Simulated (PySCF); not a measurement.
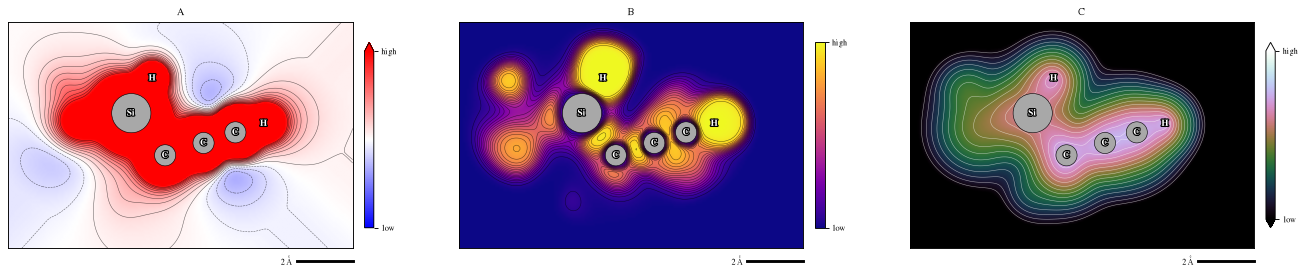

C5H9OPSi: 3 fields on the plane of atoms C2, C3 and Si7, with unlabelled colour scales. Grey discs cover the atomic cores.

Geometry: GFN2-xTB.

Computed with PBE0/pcSseg-1, SCF density, gas phase, non-relativistic (PySCF).

Match the panels to the quantities (electron density, electron localisation function and electrostatic potential).

Panel A: electrostatic potential (strongly positive close to the atoms, with negative regions outside electron-rich atoms). Panel B: electron localisation function. Panel C: electron density. From the grid: C–C (1.20 Å): ρ is about 2.7 e/Å³ halfway; the ELF peaks at about 0.85 between the atoms (a multiple bond). C–Si (1.93 Å): ρ is about 0.89 e/Å³ halfway; the ELF peaks at about 0.95 between the atoms (localised, covalent bonding).
